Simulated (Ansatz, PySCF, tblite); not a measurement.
Potential energy curve for PH, triplet.

Levels of theory: UHF/STO-3G = unrestricted Hartree-Fock/STO-3G in PySCF 2.14.0; FCI = Ansatz (an electronic-structure program) with full CI/cc-pVDZ, frozen core; ROCCSD = CCSD on ROHF/cc-pVDZ, frozen core in Ansatz; GFN2-xTB, 300 K electronic temperature (tblite).

Energies are in eV, each relative to the lowest point of its own curve near equilibrium.

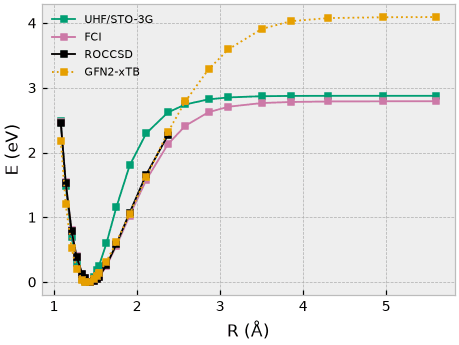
Fig. 1. Energy against bond length for each method.

```json
[
 {"R / Å": "1.08", "UHF/STO-3G": "2.490", "FCI": "2.467", "ROCCSD": "2.456", "GFN2-xTB": "2.178"},
 {"R / Å": "1.14", "UHF/STO-3G": "1.484", "FCI": "1.538", "ROCCSD": "1.528", "GFN2-xTB": "1.198"},
 {"R / Å": "1.21", "UHF/STO-3G": "0.700", "FCI": "0.802", "ROCCSD": "0.794", "GFN2-xTB": "0.520"},
 {"R / Å": "1.27", "UHF/STO-3G": "0.289", "FCI": "0.398", "ROCCSD": "0.392", "GFN2-xTB": "0.202"},
 {"R / Å": "1.34", "UHF/STO-3G": "0.043", "FCI": "0.125", "ROCCSD": "0.121", "GFN2-xTB": "0.029"},
 {"R / Å": "1.37", "UHF/STO-3G": "0.000", "FCI": "0.059", "ROCCSD": "0.057", "GFN2-xTB": "0.000"},
 {"R / Å": "1.43", "UHF/STO-3G": "0.004", "FCI": "0.000", "ROCCSD": "0.000", "GFN2-xTB": "0.000"},
 {"R / Å": "1.48", "UHF/STO-3G": "0.082", "FCI": "0.009", "ROCCSD": "0.012", "GFN2-xTB": "0.044"},
 {"R / Å": "1.52", "UHF/STO-3G": "0.185", "FCI": "0.047", "ROCCSD": "0.052", "GFN2-xTB": "0.100"},
 {"R / Å": "1.54", "UHF/STO-3G": "0.247", "FCI": "0.074", "ROCCSD": "0.080", "GFN2-xTB": "0.133"},
 {"R / Å": "1.63", "UHF/STO-3G": "0.598", "FCI": "0.247", "ROCCSD": "0.260", "GFN2-xTB": "0.316"},
 {"R / Å": "1.75", "UHF/STO-3G": "1.156", "FCI": "0.559", "ROCCSD": "0.584", "GFN2-xTB": "0.614"},
 {"R / Å": "1.91", "UHF/STO-3G": "1.801", "FCI": "1.026", "ROCCSD": "1.072", "GFN2-xTB": "1.055"},
 {"R / Å": "2.11", "UHF/STO-3G": "2.297", "FCI": "1.577", "ROCCSD": "1.659", "GFN2-xTB": "1.624"},
 {"R / Å": "2.37", "UHF/STO-3G": "2.618", "FCI": "2.127", "ROCCSD": "2.266", "GFN2-xTB": "2.315"},
 {"R / Å": "2.58", "UHF/STO-3G": "2.742", "FCI": "2.413", "ROCCSD": "—", "GFN2-xTB": "2.789"},
 {"R / Å": "2.86", "UHF/STO-3G": "2.821", "FCI": "2.623", "ROCCSD": "—", "GFN2-xTB": "3.286"},
 {"R / Å": "3.10", "UHF/STO-3G": "2.851", "FCI": "2.707", "ROCCSD": "—", "GFN2-xTB": "3.595"},
 {"R / Å": "3.50", "UHF/STO-3G": "2.870", "FCI": "2.764", "ROCCSD": "—", "GFN2-xTB": "3.908"},
 {"R / Å": "3.85", "UHF/STO-3G": "2.874", "FCI": "2.781", "ROCCSD": "—", "GFN2-xTB": "4.028"},
 {"R / Å": "4.30", "UHF/STO-3G": "2.875", "FCI": "2.788", "ROCCSD": "—", "GFN2-xTB": "4.076"},
 {"R / Å": "4.96", "UHF/STO-3G": "2.876", "FCI": "2.791", "ROCCSD": "—", "GFN2-xTB": "4.089"},
 {"R / Å": "5.60", "UHF/STO-3G": "2.876", "FCI": "2.792", "ROCCSD": "—", "GFN2-xTB": "4.092"}
]
```

At the longest distance, 5.60 Å, GFN2-xTB lies highest above its minimum (4.092 eV) and FCI lowest (2.792 eV).

Dashes: no converged value, or the column stops at the first point that the program doubted or that broke a chosen test of continuity, which isn't proof of a fault.

The unrestricted determinant behind UHF/STO-3G is spin-contaminated at 1.75 to 5.60 Å (<S²> up to 3.0, against 2.00 for a pure triplet). The T1 diagnostic of CCSD on the restricted reference of ROCCSD exceeds 0.045 at 2.11 to 2.58 Å.
